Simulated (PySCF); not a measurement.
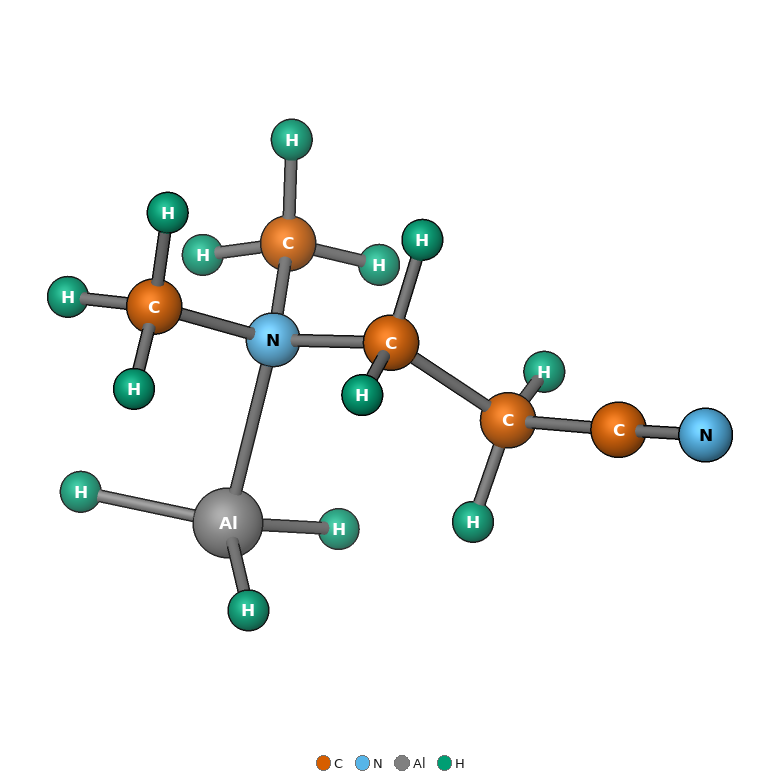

The picture shows a molecular structure as a ball-and-stick model.

The computed structure is the end point of a GFN2-xTB optimisation. No frequency run is at hand to confirm it as a minimum.

Description:

Formula C5H13AlN2. SMILES: `C[N+](C)([AlH3-])CCC#N`. Among its groups: nitrile. The point group is C1. Coordination, clear cases only: 4 C tetrahedral; 1 N tetrahedral; 1 C linear.

More results for the same structure follow; atom numbers are the same in all pictures, views and colours differ.

Shape

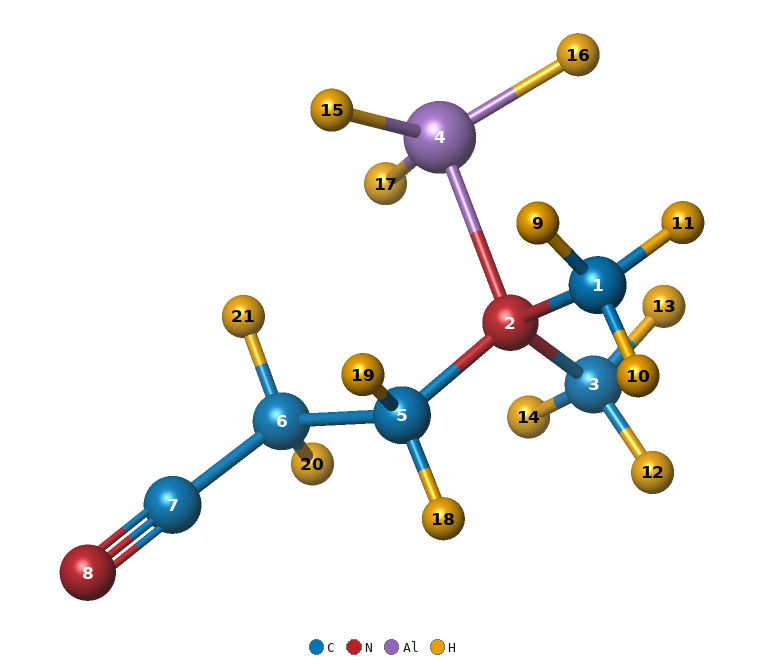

Atoms carry their numbers in the input. No frequency run is at hand to confirm it as a minimum.

What are the angles C1–N2–C3, N2–C1–H9, N2–C1–H11, N2–C3–H14, N2–Al4–H15, N2–Al4–H17, N2–C5–H18, C3–N2–Al4, C5–C6–H20, C6–C5–H18, C6–C5–H19, C6–C7–N8?

| angle | degrees |
| --- | --- |
| C1–N2–C3 | 109.7 |
| N2–C1–H9 | 108.8 |
| N2–C1–H11 | 109.1 |
| N2–C3–H14 | 110.2 |
| N2–Al4–H15 | 95.9 |
| N2–Al4–H17 | 100.8 |
| N2–C5–H18 | 110.6 |
| C3–N2–Al4 | 106.4 |
| C5–C6–H20 | 111.8 |
| C6–C5–H18 | 110.6 |
| C6–C5–H19 | 107.7 |
| C6–C7–N8 | 178.7 |

Electronic properties

No frequency run is at hand to confirm it as a minimum. Level of theory: PBE0/pcSseg-1, gas phase (PySCF 2.14.0).

Predict the main results.

- dipole moment: 5.15 D
- HOMO energy (Kohn–Sham orbital): −7.78 eV
- LUMO energy (Kohn–Sham orbital): 0.20 eV
- HOMO–LUMO gap: 7.98 eV

NMR shielding

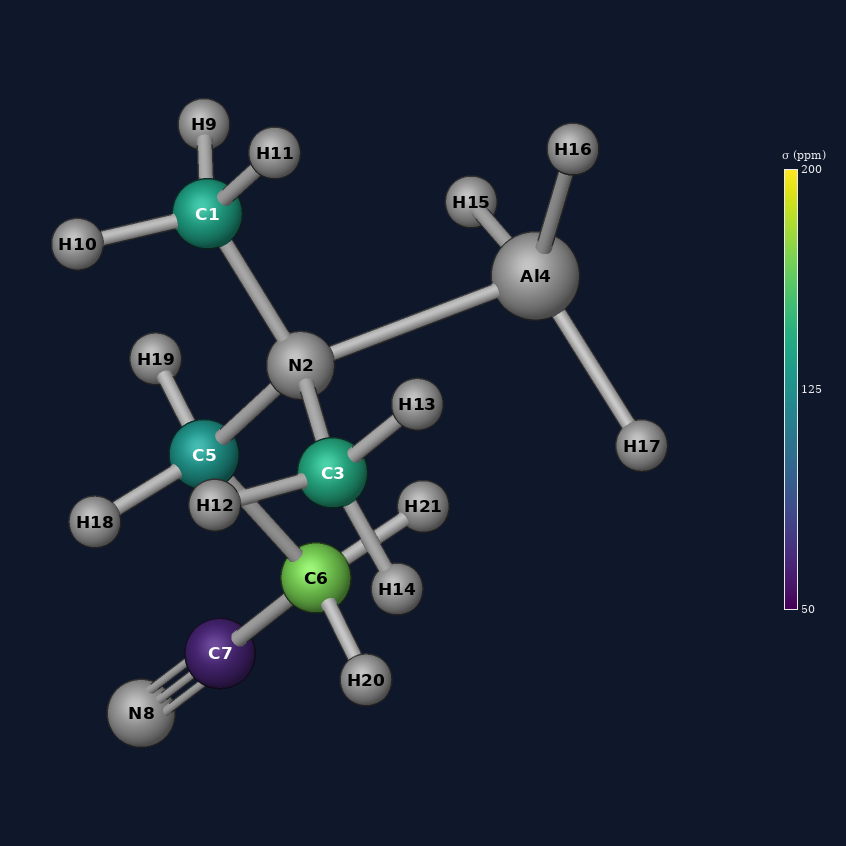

Atoms are coloured by their isotropic NMR shieldings (C only, the others grey). No frequency run is at hand to confirm it as a minimum. Properties computed with GIAO PBE0/pcSseg-1 NMR shielding, non-relativistic, gas phase (PySCF 2.14.0).

List the isotropic NMR shieldings of the C atoms.

```csv
atom,σ (ppm)
C1,137.0
C3,142.4
C5,128.0
C6,169.4
C7,65.6
```

Quadrupole coupling

No frequency run is at hand to confirm it as a minimum. Electric field gradients from the ground-state density, PBE0/pcSseg-1 (PySCF 2.14.0), non-relativistic apart from any core potentials.

Give the largest field-gradient component, the quadrupole coupling constant and the asymmetry for 14N at N2 (Q = 20.44 mb), 27Al at Al4 (Q = 146.6 mb), 14N at N8 (Q = 20.44 mb), 2H at H9 (Q = 2.86 mb), 2H at H10 (Q = 2.86 mb).

| atom | V_zz (a.u.) | e²qQ/h (MHz) | η |
| --- | --- | --- | --- |
| N2 | −0.842 | −4.04 | 0.04 |
| Al4 | 0.900 | 31.0 | 0.04 |
| N8 | −0.977 | −4.69 | 0.05 |
| H9 | 0.297 | 0.199 | 0.07 |
| H10 | 0.295 | 0.198 | 0.07 |

The geometry is semi-empirical. Around Al such bond lengths and angles can be off by a tenth of an ångström or more and by several degrees, and values that hang on the shape move with them.
